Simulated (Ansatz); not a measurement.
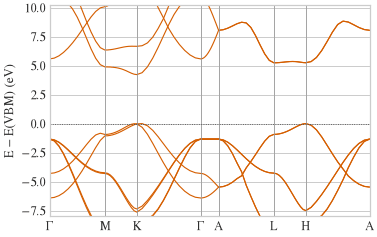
Figure: Band structure from plane-wave PAW r²SCAN+D4 (Ansatz code)

The gap is 4.22 eV; an edge lies off the plotted path or next to a special point (maximum off the standard path, minimum at K).

The material is BN in space group P6_3/mmc (No. 194; B on 2b, N on 2d).

The workflow started from a Materials Project entry (that database holds measured and hypothetical structures alike). Its sites differ from those of the usual phase in this space group: another stacking or structure type. Symmetry was held in the r²SCAN+D4 relaxation; phonons on a q-mesh show no instability.

Potentials: the earlier of the program's two PAW sets.
